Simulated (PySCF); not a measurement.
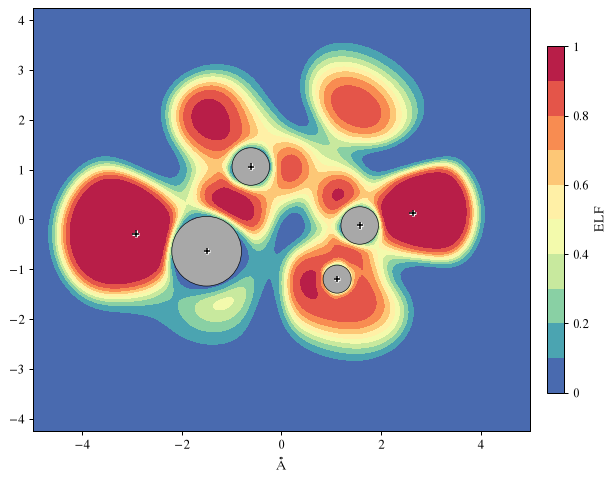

The ELF on a plane through atoms (crosses mark nuclei in the plane; grey discs cover the cores).

The calculation used PBE0/pcSseg-1, SCF density, gas phase, non-relativistic in PySCF 2.14.0.

Candidates:
A. C6H11BSi
B. CH3Cl3SSi (SMILES CS[Si](Cl)(Cl)Cl)
C. C3H7FOSi

**Which system is this?**

Candidate C: C3H7FOSi on the plane of atoms C5, Si6 and H12, which holds O, C, Si and H. C–O (1.20 Å): the ELF peaks at about 0.85 between the atoms: a short, multiple covalent bond. C–Si (1.92 Å): the ELF peaks at about 0.95 between the atoms, as expected for a covalent bond.
